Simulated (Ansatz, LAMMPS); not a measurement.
**An extra electron or hole in amorphous Ga2O3 (95 atoms)**

Aim: add and remove one electron in amorphous Ga2O3 (95 atoms), with atoms held and relaxed, and read trapping energy and localisation.

Program: Ansatz 0.2.0. Level of theory: Kohn-Sham DFT, PBE, PAW (set soft_2), plane waves. Results are calculated unless marked as measured.

### Step 1. Starting point

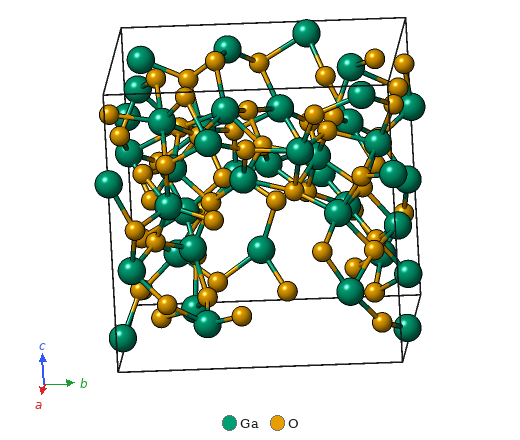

The cell as given, slightly off an axis (gallium teal, oxygen orange). Bonds to atoms that aren't drawn are left out. Some periodic images of atoms are drawn too.

The cell holds 95 atoms: 38 Ga and 57 O. Its edges and angles: a = 10.839 Å, b = 10.839 Å, c = 10.839 Å, α = 90.0°, β = 90.0°, γ = 90.0°. 95 atoms (38 Fe, 57 O) placed at random at 3.99 g/cm³, melted at 5000 K for 10 ps at fixed volume with the Morse and Coulomb pair potential with partial charges (Pedone, Malavasi, Menziani, Cormack and Segre, J. Phys. Chem. B 110, 11780 (2006)). Quenched from 5000 K to 300 K at 50 K/ps and fixed volume, held 5 ps, then minimised at fixed cell. Then Fe was replaced by Ga and the cell scaled by 1.003 (the potential has no terms for the new elements, so the cell is a start for a DFT relaxation).

What the set-up can't give: The quench rate of 50 K/ps is many orders above laboratory rates, so the cell is likely richer in defects and strain than a real sample. The starting topology of bonds comes from the classical model, and needn't be the one that DFT or experiment would give. The Brillouin zone is sampled at Γ only, in a cell whose shortest periodic width is 11 Å.

### Step 2. Single point at the start

A single point comes first, to see the forces before anything moves.

input.yaml

```yaml
crystal:
  lattice:
    - [10.83912, 0.0, 0.0]
    - [0.0, 10.83912, 0.0]
    - [0.0, 0.0, 10.83912]
  atoms:
    - { symbol: Ga, position: [0.9975, 0.00259, 0.6775] }
    - { symbol: Ga, position: [0.62583, 0.25693, 0.34623] }
    - { symbol: Ga, position: [0.12752, 0.1652, 0.21139] }
    - { symbol: Ga, position: [0.57848, 0.70638, 0.65184] }
    - { symbol: Ga, position: [0.16449, 0.98838, 0.45632] }
    - { symbol: Ga, position: [0.77488, 0.18464, 0.84208] }
    - { symbol: Ga, position: [0.39611, 0.03436, 0.64281] }
    - { symbol: Ga, position: [0.68667, 0.99963, 0.04736] }
    - { symbol: Ga, position: [0.10321, 0.68354, 0.47593] }
    - { symbol: Ga, position: [0.85111, 0.19692, 0.55585] }
    - { symbol: Ga, position: [0.09845, 0.65638, 0.9799] }
    - { symbol: Ga, position: [0.86342, 0.31279, 0.12945] }
    - { symbol: Ga, position: [0.15628, 0.55413, 0.72711] }
    - { symbol: Ga, position: [0.81308, 0.78797, 0.50042] }
    - { symbol: Ga, position: [0.39142, 0.78823, 0.426] }
    - { symbol: Ga, position: [0.19132, 0.07741, 0.92816] }
    - { symbol: Ga, position: [0.26032, 0.28362, 0.68502] }
    - { symbol: Ga, position: [0.73541, 0.45599, 0.6146] }
    - { symbol: Ga, position: [0.17665, 0.88536, 0.19643] }
    - { symbol: Ga, position: [0.13233, 0.45935, 0.21473] }
    - { symbol: Ga, position: [0.92506, 0.82488, 0.24213] }
    - { symbol: Ga, position: [0.97894, 0.35734, 0.80892] }
    - { symbol: Ga, position: [0.4228, 0.99274, 0.17847] }
    - { symbol: Ga, position: [0.61854, 0.98051, 0.40127] }
    - { symbol: Ga, position: [0.50122, 0.3876, 0.80913] }
    - { symbol: Ga, position: [0.89223, 0.0592, 0.33713] }
    - { symbol: Ga, position: [0.39657, 0.5214, 0.58723] }
    - { symbol: Ga, position: [0.475, 0.08269, 0.88983] }
    - { symbol: Ga, position: [0.86998, 0.66987, 0.74083] }
    - { symbol: Ga, position: [0.26125, 0.80297, 0.69195] }
    - { symbol: Ga, position: [0.3868, 0.82781, 0.92136] }
    - { symbol: Ga, position: [0.70502, 0.93221, 0.7208] }
    - { symbol: Ga, position: [0.0623, 0.38014, 0.47513] }
    - { symbol: Ga, position: [0.33494, 0.21645, 0.41114] }
    - { symbol: Ga, position: [0.52035, 0.24598, 0.10284] }
    - { symbol: Ga, position: [0.24703, 0.38793, 0.96789] }
    - { symbol: Ga, position: [0.93928, 0.90157, 0.95245] }
    - { symbol: Ga, position: [0.58582, 0.20009, 0.62735] }
    - { symbol: O, position: [0.45583, 0.25583, 0.2812] }
    - { symbol: O, position: [0.54482, 0.01651, 0.74091] }
    - { symbol: O, position: [0.35469, 0.89374, 0.55846] }
    - { symbol: O, position: [0.1268, 0.52118, 0.38816] }
    - { symbol: O, position: [0.27228, 0.05282, 0.30624] }
    - { symbol: O, position: [0.20768, 0.54938, 0.07991] }
    - { symbol: O, position: [0.38577, 0.1158, 0.0431] }
    - { symbol: O, position: [0.05266, 0.77805, 0.11874] }
    - { symbol: O, position: [0.9528, 0.73604, 0.39599] }
    - { symbol: O, position: [0.62326, 0.15976, 0.96267] }
    - { symbol: O, position: [0.31758, 0.86376, 0.09135] }
    - { symbol: O, position: [0.98151, 0.08489, 0.5038] }
    - { symbol: O, position: [0.11628, 0.38556, 0.64379] }
    - { symbol: O, position: [0.94299, 0.18047, 0.22288] }
    - { symbol: O, position: [0.68938, 0.30441, 0.18409] }
    - { symbol: O, position: [0.31723, 0.98496, 0.82476] }
    - { symbol: O, position: [0.5337, 0.92465, 0.9834] }
    - { symbol: O, position: [0.18417, 0.30461, 0.1169] }
    - { symbol: O, position: [0.15458, 0.26651, 0.36744] }
    - { symbol: O, position: [0.35525, 0.35727, 0.53171] }
    - { symbol: O, position: [0.89175, 0.35591, 0.50871] }
    - { symbol: O, position: [0.02208, 0.64408, 0.64191] }
    - { symbol: O, position: [0.49993, 0.11136, 0.49502] }
    - { symbol: O, position: [0.43953, 0.35716, 0.97323] }
    - { symbol: O, position: [0.96588, 0.44254, 0.17804] }
    - { symbol: O, position: [0.21966, 0.79731, 0.36606] }
    - { symbol: O, position: [0.85562, 0.47875, 0.74981] }
    - { symbol: O, position: [0.70507, 0.75793, 0.7724] }
    - { symbol: O, position: [0.48136, 0.89181, 0.32063] }
    - { symbol: O, position: [0.05206, 0.98986, 0.84637] }
    - { symbol: O, position: [0.88084, 0.27861, 0.95416] }
    - { symbol: O, position: [0.74512, 0.13673, 0.40293] }
    - { symbol: O, position: [0.66077, 0.30266, 0.75916] }
    - { symbol: O, position: [0.55293, 0.51534, 0.68944] }
    - { symbol: O, position: [0.09162, 0.48416, 0.87776] }
    - { symbol: O, position: [0.43584, 0.76239, 0.75787] }
    - { symbol: O, position: [0.93457, 0.20085, 0.72454] }
    - { symbol: O, position: [0.21211, 0.72367, 0.85015] }
    - { symbol: O, position: [0.25146, 0.12696, 0.5725] }
    - { symbol: O, position: [0.04201, 0.95991, 0.30603] }
    [... 11 atom lines left out ...]
    - { symbol: O, position: [0.63907, 0.33066, 0.51354] }
    - { symbol: O, position: [0.1312, 0.03649, 0.08578] }
    - { symbol: O, position: [0.87079, 0.88173, 0.64311] }
    - { symbol: O, position: [0.95184, 0.73398, 0.89043] }
    - { symbol: O, position: [0.84148, 0.92413, 0.10744] }
    - { symbol: O, position: [0.19632, 0.24003, 0.85391] }
kpoints:
  mp_grid: { grid: [1, 1, 1] }
hamiltonian:
  xc: pbe
scf:
  occupations: { method: fixed }
output:
  forces: true
```

Run with:

```sh
$ ansatz run input.yaml --threads 4 --pin off --max-ram 8192MiB --backend cpu --events-out ev --progress --plain --runs-dir out
```

Numbers of over 12 decimals in the logs are rounded to 6 here.

What it wrote:

```text
Engine: ansatz 0.2.0, x86_64-unknown-linux-gnu
Pseudopotentials: kind: paw
Pseudopotential: Ga, paw, valence charge 13, recommended cutoff 420 eV (normal), Ga.paw.azcp
Pseudopotential: O, paw, valence charge 6, recommended cutoff 420 eV (normal), O.paw.azcp
Functional definition: PBE
  parameter kappa = 0.804
  parameter beta = 0.066725
  exchange = pbe_x(kappa = kappa, mu = beta*pi^2/3)
  correlation = pbe_c(beta = beta)
Crystal: 95 atoms, lattice volume = 1273.451 Å³
Basis set: ecut = 420 eV, 24885 PW (Γ), exchange–correlation on 150×150×150 points (8 copies of the dense FFT grid, shifted against one another)
Bands: 513, of which v1, the nominal top of the filled ones, is band 418 counted from 1 (417 counted from 0)
Symmetry: 1 space group operations
Space group: P1 (ITA 1), of the structure as read, at distance tolerance 1.1e-4 Å
k-points: 1
Non-local potential: Ga, projectors of the file, l = 0: 2, l = 1: 2, l = 2: 3, l = 3: 1
Non-local potential: O, projectors of the file, l = 0: 2, l = 1: 2, l = 2: 1
PAW form: soft (Blöchl's): semilocal exchange-correlation on the pseudo side does not see the compensation charge
PAW one-centre angular grid: Ga, 590 points (default); XC on 64 Gauss nodes
PAW one-centre angular grid: O, 110 points (default); XC on 64 Gauss nodes
Initial density: superposition of atomic densities (neutral atoms: chi_scale 0, normalization atom), corrected by the library's trained network
Initial wavefunctions: pseudopotential atomic-orbital guess
Functional: x = pbe(κ = 0.804, μ = 0.219515), c = pbe(β = 0.066725)
SCF iter   1: F=—  HF=-176107.748683 eV  |F-HF|=—  |Δ(HF+E_count)|=         —  Δρ=2.64e-3  dr2=1.10e-1  ethr=1.77e-3  ⟨swp⟩=5.0  Hψ=1428  notcnv=0  defer=93
preconditioner: auto → Resta (q_TF=auto, 2.543 Å⁻¹)  ε∞=4.4  [insulator: Δε(μ)=0.664 eV  Ē_g=16.418 eV  n_scr=364 (ndim 8)  ℏωp=30.1 eV  f_vac=0.169  ε∞_Penn≈4.4  vacuum switching on, ρ_ref=2.0e-2 e/Å³]
SCF iter   2: F=—  HF=-176107.720603 eV  |F-HF|=—  |Δ(HF+E_count)|=   2.81e-2  Δρ=1.55e-3  dr2=2.19e-2  ethr=1.31e-5  ⟨swp⟩=2.0  Hψ=978  notcnv=0  defer=93
SCF iter   3: F=—  HF=-176107.720716 eV  |F-HF|=—  |Δ(HF+E_count)|=   1.12e-4  Δρ=6.64e-4  dr2=7.10e-3  ethr=2.62e-6  ⟨swp⟩=2.0  Hψ=796  notcnv=0  defer=93
SCF iter   4: F=—  HF=-176107.720771 eV  |F-HF|=—  |Δ(HF+E_count)|=   5.51e-5  Δρ=2.22e-4  dr2=6.22e-4  ethr=8.49e-7  ⟨swp⟩=2.0  Hψ=791  notcnv=0  defer=93
SCF iter   5: F=—  HF=-176107.720799 eV  |F-HF|=—  |Δ(HF+E_count)|=   2.87e-5  Δρ=1.33e-4  dr2=2.13e-4  ethr=7.44e-8  ⟨swp⟩=3.0  Hψ=802  notcnv=0  defer=92
SCF iter   6: F=—  HF=-176107.720799 eV  |F-HF|=—  |Δ(HF+E_count)|=   6.40e-8  Δρ=3.54e-5  dr2=1.65e-5  ethr=2.55e-8  ⟨swp⟩=3.0  Hψ=791  notcnv=0  defer=88
SCF iter   7: F=—  HF=-176107.718330 eV  |F-HF|=—  |Δ(HF+E_count)|=   2.47e-3  Δρ=1.69e-5  dr2=3.52e-6  ethr=1.97e-9  ⟨swp⟩=2.0  Hψ=929  notcnv=0  defer=86
SCF iter   8: F=—  HF=-176107.718331 eV  |F-HF|=—  |Δ(HF+E_count)|=   1.14e-6  Δρ=5.76e-6  dr2=4.29e-7  ethr=4.21e-10  ⟨swp⟩=2.0  Hψ=793  notcnv=0  defer=86
SCF iter   9: F=—  HF=-176107.718331 eV  |F-HF|=—  |Δ(HF+E_count)|=   1.64e-7  Δρ=3.20e-6  dr2=1.27e-7  ethr=1.20e-11  ⟨swp⟩=4.0  Hψ=1728  notcnv=0
SCF iter  10: F=-176107.718331 eV  HF=-176107.718331 eV  |F-HF|=3.75e-9  |Δ(HF+E_count)|=   2.68e-9  Δρ=1.02e-6  dr2=1.15e-8  ethr=1.20e-11  ⟨swp⟩=4.0  Hψ=1376  notcnv=0
SCF 1 converged in 10 iterations: F = -176107.718331 eV  dr2 = 1.15e-8
  greatest PAW one-centre occupation: 0.998 electrons in one spin orbital (limit 2), on the Ga atom at site 37 (counted from 0), in its partial waves of l = 2
SCF converged after 10 iterations
Free energy (F): -176107.718331 eV
Harris-Foulkes:  -176107.718331 eV  (|F-HF|=3.75e-9)
Internal energy: -176107.718331 eV  (E = F + TS)
E sigma→0 (E₀):  -176107.718331 eV
Fermi energy:    5.605726 eV
--- Per-component energies (eV) ---
  E_band       = -3521.927672
  E_kinetic    = 14250.333965
  E_local      = -128585.610543  (includes V_loc(G=0)·N_el)
  E_nonlocal   = 19169.046811
  E_hartree    = 58666.626096
  E_xc         = -6704.731055
  E_vxc        = -7420.185000  (∫ρ·V_xc dr)
  E_paw        = -84936.077614  (= ΣΔE_a)
  E_vpaw       = -18268.888328  (= ΣTr[D̂ρ^β])
  E_aug_tail   = 0.133553  (compensation charges beyond the density's cutoff)
  E_ewald      = -47967.439544
  E_smearing   = -0.000000  (= −TS)
  E_closure    = -0.000000  (closes the sum)
  Σ components = -176107.718331   (vs F -176107.718331, Δ=0.00e0)
--- Forces (eV/Å), atoms counted from 1 ---
  atom   1  Ga    -0.04902173    -0.67803499    -0.44626519
  atom   2  Ga     0.25896557     0.56300593    -0.19516905
  atom   3  Ga    -0.28411291     0.65663241    -0.30098238
  atom   4  Ga     0.32415813     0.19899887     0.36054745
  atom   5  Ga     0.26823318    -0.12019638     0.19013967
  atom   6  Ga     0.17799385     0.21825105     0.13065454
  atom   7  Ga     0.21736583     0.38803295    -0.45139346
  atom   8  Ga    -0.97666286    -0.08624978    -0.23971790
  atom   9  Ga    -0.24926702    -0.60845842    -0.17299355
  atom  10  Ga     0.58949530     0.10807858     0.30216967
  atom  11  Ga     0.03665281     0.12015387    -0.26021649
  atom  12  Ga     0.50802798     0.26501937     0.30266486
  atom  13  Ga     0.01791009    -0.08367884    -0.60410268
  atom  14  Ga    -0.07362139     0.57893941    -0.03252742
[...]
atom  94  O      0.41679622    -0.57304286    -0.65184163
  atom  95  O     -0.05325520     0.15674152     0.39265878
  max |Σ_I F_I| component: 7.11e-5 eV/Å
```

The job ended after 12 s (4 threads of Intel Xeon Platinum 8488C (Sapphire Rapids), shared host; peak memory 2 GiB; 43 s of CPU time).

The r.m.s. force at the start is 0.35 eV/Å.

### Step 3. Relaxation

The atoms are relaxed in the fixed cell, aiming at the force tolerance of the input.

input.yaml

```yaml
crystal:
  lattice:
    - [10.83912, 0.0, 0.0]
    - [0.0, 10.83912, 0.0]
    - [0.0, 0.0, 10.83912]
  atoms:
    [... the 95 atom lines of step 2 ...]
kpoints:
  mp_grid: { grid: [1, 1, 1] }
hamiltonian:
  xc: pbe
scf:
  occupations: { method: fixed }
output:
  forces: true
relax:
  f_tol: 0.05
  max_steps: 120
```

What it wrote:

```text
[...]
Crystal: 95 atoms, lattice volume = 1273.451 Å³
Basis set: ecut = 420 eV, 24885 PW (Γ), exchange–correlation on 150×150×150 points (8 copies of the dense FFT grid, shifted against one another)
Bands: 513, of which v1, the nominal top of the filled ones, is band 418 counted from 1 (417 counted from 0)
Symmetry: 1 space group operations
[...]
k-points: 1
[...]
SCF iter   1: F=—  HF=-176107.748685 eV  |F-HF|=—  |Δ(HF+E_count)|=         —  Δρ=2.64e-3  dr2=1.10e-1  ethr=1.77e-3  ⟨swp⟩=5.0  Hψ=1428  notcnv=0  defer=93
[...]
SCF iter   5: F=—  HF=-176107.718326 eV  |F-HF|=—  |Δ(HF+E_count)|=   3.78e-5  Δρ=1.33e-4  dr2=2.13e-4  ethr=7.44e-8  ⟨swp⟩=3.0  Hψ=802  notcnv=0  defer=93
SCF iter   6: F=-176107.718324 eV  HF=-176107.718327 eV  |F-HF|=3.21e-6  |Δ(HF+E_count)|=   8.19e-7  Δρ=3.54e-5  dr2=1.65e-5  ethr=7.48e-9  ⟨swp⟩=3.0  Hψ=2076  notcnv=0
SCF 1 converged in 6 iterations: F = -176107.718324 eV  dr2 = 1.65e-5
[...]
relax step   1: F+E_penalty+E_count = -176107.71832392 eV  Δ(F+E_penalty+E_count) = +0.000e0 eV  max|allowed force component| = 1.009e0 eV/Å  Δτ_max = 0.0000 Å  (6 SCF iters, dr2 threshold 6.25e-5 eV, accepted)
[...]
relax step   2: F+E_penalty+E_count = -176109.35623976 eV  Δ(F+E_penalty+E_count) = -1.638e0 eV  max|allowed force component| = 7.050e-1 eV/Å  Δτ_max = 0.1932 Å  (7 SCF iters, dr2 threshold 6.36e-5 eV, accepted)
[...]
relax step   3: F+E_penalty+E_count = -176110.59638403 eV  Δ(F+E_penalty+E_count) = -1.240e0 eV  max|allowed force component| = 7.173e-1 eV/Å  Δτ_max = 0.1834 Å  (8 SCF iters, dr2 threshold 3.11e-5 eV, accepted)
relax step   4: F+E_penalty+E_count = -176111.81068927 eV  Δ(F+E_penalty+E_count) = -1.214e0 eV  max|allowed force component| = 4.870e-1 eV/Å  Δτ_max = 0.2000 Å  (7 SCF iters, dr2 threshold 1.00e-4 eV, accepted)
relax step   5: F+E_penalty+E_count = -176112.78067435 eV  Δ(F+E_penalty+E_count) = -9.700e-1 eV  max|allowed force component| = 4.315e-1 eV/Å  Δτ_max = 0.2000 Å  (7 SCF iters, dr2 threshold 1.00e-4 eV, accepted)
relax step   6: F+E_penalty+E_count = -176113.43254325 eV  Δ(F+E_penalty+E_count) = -6.519e-1 eV  max|allowed force component| = 4.747e-1 eV/Å  Δτ_max = 0.1961 Å  (7 SCF iters, dr2 threshold 8.58e-5 eV, accepted)
relax step   7: F+E_penalty+E_count = -176113.91076046 eV  Δ(F+E_penalty+E_count) = -4.782e-1 eV  max|allowed force component| = 2.642e-1 eV/Å  Δτ_max = 0.2000 Å  (7 SCF iters, dr2 threshold 1.00e-4 eV, accepted)
relax step   8: F+E_penalty+E_count = -176114.20813600 eV  Δ(F+E_penalty+E_count) = -2.974e-1 eV  max|allowed force component| = 3.321e-1 eV/Å  Δτ_max = 0.1951 Å  (8 SCF iters, dr2 threshold 2.16e-5 eV, accepted)
relax step   9: F+E_penalty+E_count = -176114.44573236 eV  Δ(F+E_penalty+E_count) = -2.376e-1 eV  max|allowed force component| = 3.724e-1 eV/Å  Δτ_max = 0.2000 Å  (7 SCF iters, dr2 threshold 3.42e-5 eV, accepted)
relax step  10: F+E_penalty+E_count = -176114.70114472 eV  Δ(F+E_penalty+E_count) = -2.554e-1 eV  max|allowed force component| = 1.815e-1 eV/Å  Δτ_max = 0.2000 Å  (7 SCF iters, dr2 threshold 1.00e-4 eV, accepted)
relax step  11: F+E_penalty+E_count = -176114.86748329 eV  Δ(F+E_penalty+E_count) = -1.663e-1 eV  max|allowed force component| = 2.448e-1 eV/Å  Δτ_max = 0.2000 Å  (8 SCF iters, dr2 threshold 7.82e-6 eV, accepted)
relax step  12: F+E_penalty+E_count = -176114.92039005 eV  Δ(F+E_penalty+E_count) = -5.291e-2 eV  max|allowed force component| = 7.002e-1 eV/Å  Δτ_max = 0.1963 Å  (8 SCF iters, dr2 threshold 1.42e-5 eV, accepted)
relax step  13: F+E_penalty+E_count = -176115.25570126 eV  Δ(F+E_penalty+E_count) = -3.353e-1 eV  max|allowed force component| = 4.703e-1 eV/Å  Δτ_max = 0.2000 Å  (7 SCF iters, dr2 threshold 1.00e-4 eV, accepted)
relax step  14: F+E_penalty+E_count = -176115.45941648 eV  Δ(F+E_penalty+E_count) = -2.037e-1 eV  max|allowed force component| = 4.592e-1 eV/Å  Δτ_max = 0.1954 Å  (7 SCF iters, dr2 threshold 9.97e-5 eV, accepted)
relax step  15: F+E_penalty+E_count = -176115.62061398 eV  Δ(F+E_penalty+E_count) = -1.612e-1 eV  max|allowed force component| = 1.012e-1 eV/Å  Δτ_max = 0.2000 Å  (7 SCF iters, dr2 threshold 9.51e-5 eV, accepted)
relax step  16: F+E_penalty+E_count = -176115.71096676 eV  Δ(F+E_penalty+E_count) = -9.035e-2 eV  max|allowed force component| = 8.608e-2 eV/Å  Δτ_max = 0.2000 Å  (11 SCF iters, accepted)
relax step  17: F+E_penalty+E_count = -176115.72139049 eV  Δ(F+E_penalty+E_count) = -1.042e-2 eV  max|allowed force component| = 2.708e-1 eV/Å  Δτ_max = 0.1474 Å  (10 SCF iters, accepted)
relax step  18: F+E_penalty+E_count = -176115.85549141 eV  Δ(F+E_penalty+E_count) = -1.341e-1 eV  max|allowed force component| = 9.839e-2 eV/Å  Δτ_max = 0.2000 Å  (7 SCF iters, dr2 threshold 5.31e-5 eV, accepted)
relax step  19: F+E_penalty+E_count = -176115.88044152 eV  Δ(F+E_penalty+E_count) = -2.495e-2 eV  max|allowed force component| = 1.316e-1 eV/Å  Δτ_max = 0.2000 Å  (11 SCF iters, accepted)
relax step  20: F+E_penalty+E_count = -176115.88077667 eV  Δ(F+E_penalty+E_count) = -3.352e-4 eV  max|allowed force component| = 1.555e-1 eV/Å  Δτ_max = 0.0549 Å  (9 SCF iters, accepted)
relax step  21: F+E_penalty+E_count = -176115.90088699 eV  Δ(F+E_penalty+E_count) = -2.011e-2 eV  max|allowed force component| = 2.188e-1 eV/Å  Δτ_max = 0.2000 Å  (7 SCF iters, dr2 threshold 2.42e-5 eV, accepted)
relax step  22: F+E_penalty+E_count = -176115.90463128 eV  Δ(F+E_penalty+E_count) = -3.744e-3 eV  max|allowed force component| = 2.253e-1 eV/Å  Δτ_max = 0.1124 Å  (6 SCF iters, dr2 threshold 4.79e-5 eV, accepted)
relax step  23: F+E_penalty+E_count = -176115.96813372 eV  Δ(F+E_penalty+E_count) = -6.350e-2 eV  max|allowed force component| = 1.248e-1 eV/Å  Δτ_max = 0.2000 Å  (7 SCF iters, dr2 threshold 5.08e-5 eV, accepted)
relax step  24: F+E_penalty+E_count = -176115.98571025 eV  Δ(F+E_penalty+E_count) = -1.758e-2 eV  max|allowed force component| = 8.827e-2 eV/Å  Δτ_max = 0.2000 Å  (8 SCF iters, dr2 threshold 4.77e-6 eV, accepted)
[...]
relax step  25: F+E_penalty+E_count = -176115.99569490 eV  Δ(F+E_penalty+E_count) = -9.985e-3 eV  max|allowed force component| = 2.847e-2 eV/Å  Δτ_max = 0.0256 Å  (9 SCF iters, accepted)
SCF converged after 9 iterations
Free energy (F): -176115.995695 eV
[...]
Internal energy: -176115.995695 eV  (E = F + TS)
E sigma→0 (E₀):  -176115.995695 eV
Fermi energy:    5.204651 eV
[...]
Σ components = -176115.995695   (vs F -176115.995695, Δ=0.00e0)
--- Forces (eV/Å), atoms counted from 1 ---
  atom   1  Ga    -0.00392744    -0.01387329     0.00962723
  atom   2  Ga    -0.01138985     0.00013854     0.00635985
  atom   3  Ga    -0.00075165    -0.00777003    -0.01280415
  atom   4  Ga     0.00297077     0.01453640     0.00509785
[...]
atom  95  O      0.00267283     0.00992278    -0.00114392
  max |Σ_I F_I| component: 2.94e-5 eV/Å
--- Relaxed structure (25 steps of the walk, 25 accepted, 0 SCFs on fresh bases) ---
  F+E_penalty+E_count = -176115.99569490 eV   max|allowed force component| = 2.847e-2 eV/Å
  atoms:
    - { symbol: Ga, position: [0.996276, -0.051039, 0.659714] }
    - { symbol: Ga, position: [0.640885, 0.241023, 0.391607] }
    - { symbol: Ga, position: [0.144746, 0.159853, 0.204860] }
    - { symbol: Ga, position: [0.592418, 0.719868, 0.598437] }
[...]
- { symbol: O, position: [0.189357, 0.258124, 0.865665] }
```

Run time: 4 min. Hardware: 4 threads; peak memory 2 GiB.

The relaxation converged after 25 steps, 8.28 eV below its start, with a largest force component of 0.028 eV/Å.

(Part 1 of 4 ends here.)

[Logs are printed without paths, hosts, clocks, repeated set-up lines and the standing remarks that a program may print on its own settings, such as how far it seeks lower states.]

[Hosts, paths, dates, database ids (printed as entryN), source tags and the programs' standing remarks are cut or masked in the printed files.]
